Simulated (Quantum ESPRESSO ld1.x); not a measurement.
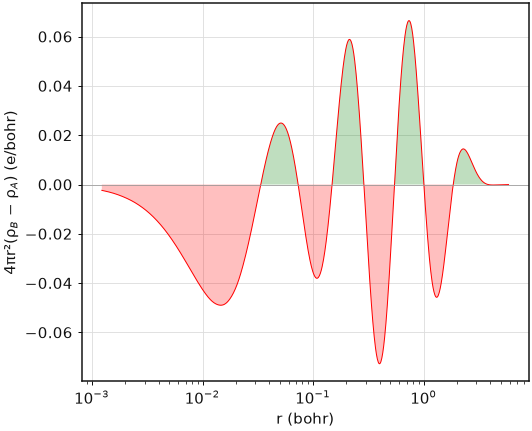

Nb³⁺ (Z = 41, 38 electrons) in [Kr] 4d2 (open shells shared over both j by 2j + 1) was computed by two methods: LDA (Perdew-Zunger); PBEsol. Both runs are Dirac and spherical. Computed with Quantum ESPRESSO ld1.x 7.5.

The plot shows the radial density of run B less that of run A; on the logarithmic r axis, areas aren't charges.

A is PBEsol and B is LDA (Perdew-Zunger).

Question: How do the two densities differ?

Answer: B holds 0.038 electrons more than A where the difference is positive (most at r = 0.74 bohr) and as many fewer where it is negative (most at r = 0.40 bohr), out of 38 electrons.
